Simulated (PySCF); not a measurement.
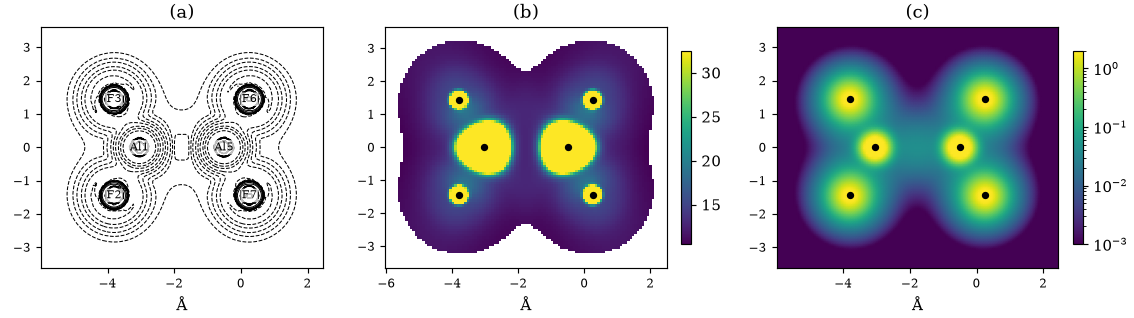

(F2Al-mu-H)2 (Al₂F₄H₂). Three fields in the plane of Al1, F2, F3, Al5, F6 and F7. (a): solid lines positive, dashed lines negative.

Level of theory: BLYP/def2-SVP (PySCF), at a geometry from GFN2-xTB. No frequency check shows the geometry to be a minimum.

Cartesian coordinates (Å):

```
Al1      1.2690   -0.0012   -0.0102
F2       2.0299    1.4436    0.0010
F3       2.0299   -1.4419    0.0084
H4      -0.0024    0.0010    1.2140
Al5     -1.2690   -0.0012    0.0102
F6      -2.0299   -1.4419   -0.0084
F7      -2.0299    1.4436   -0.0010
H8       0.0032    0.0007   -1.2140
```

Q: The panels show, in some order, the electron density, negative Laplacian of the density (−∇²ρ) and average local ionisation energy. Which is which?

A: (a) is the negative Laplacian of the density (−∇²ρ): shells alternate in sign around each nucleus and valence concentrations outline the bonding and non-bonding pairs. (b) is the average local ionisation energy: it is high near the heavier nuclei and lowest where loosely bound electrons reach out. (c) is the electron density: it is positive everywhere and peaks at the nuclei.
